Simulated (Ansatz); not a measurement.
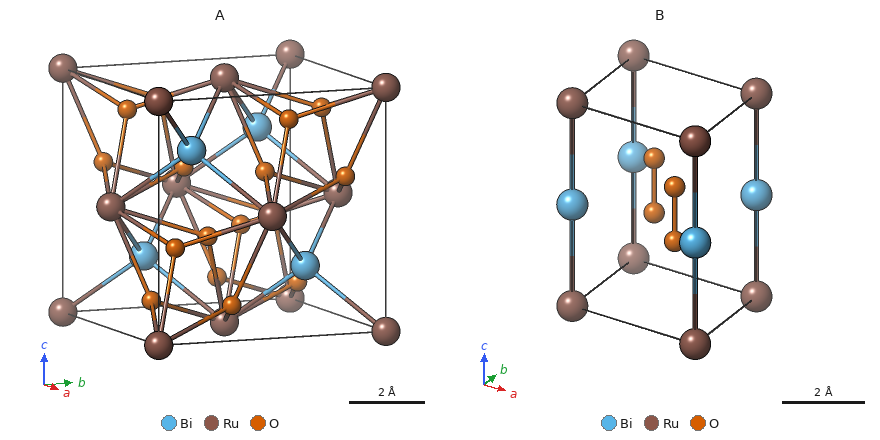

Two structures of BiRuO4, each relaxed to rest (conventional cells in solid outline, small ones repeated, not to one scale). Method: DFT PBE, scalar-relativistic, plane waves, PAW (Ansatz), with collinear spins.

What structure does each panel show?

A: 24 atoms a cell on a face-centred cubic lattice, F-43m. B: 6 atoms a cell on a primitive hexagonal lattice, P6/mmm.

Which form lies lower?

B is lower, by 296 meV/atom at this level of theory (energies at zero smearing). Volumes: A 12.3, B 16.0 Å³/atom.

One or both may be structure types tried for this composition rather than known phases.
